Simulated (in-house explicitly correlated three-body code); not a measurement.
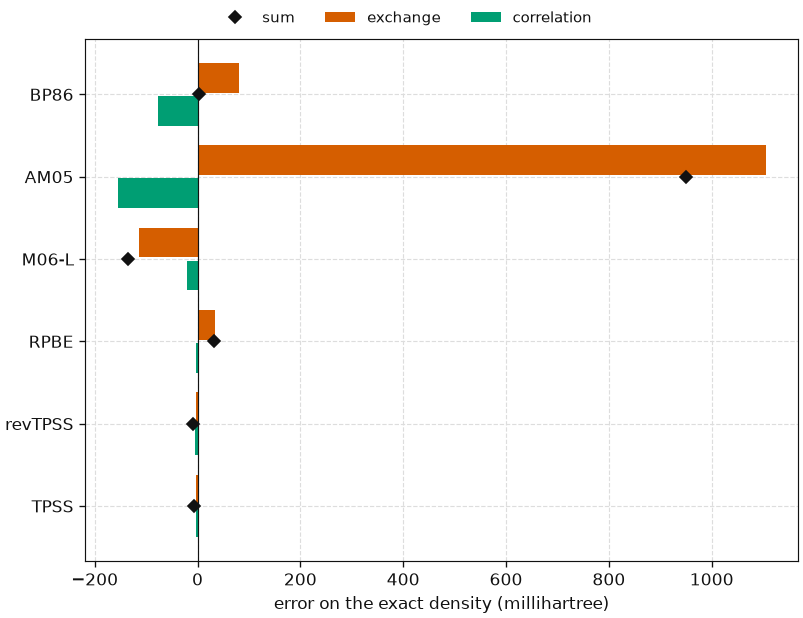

Two electrons around a point charge Z = 16.452. Computed variationally in 260 exponentially correlated functions with an in-house code, non-relativistic, converged to about 10⁻⁸ of the energy. The exact exchange and correlation energies are −10060 and −46.06 millihartree. The plot shows the errors of AM05, BP86, M06-L, RPBE, TPSS and revTPSS, evaluated on the exact density.

Which functional is best in the sum, and where do errors cancel?

Answer. By the size of the summed error (millihartree): BP86 +3.5, TPSS −6.6, revTPSS −8.0, RPBE +32, M06-L −135, AM05 +950. Errors of exchange and correlation cancel by a quarter or more for BP86 (+81 and −77).
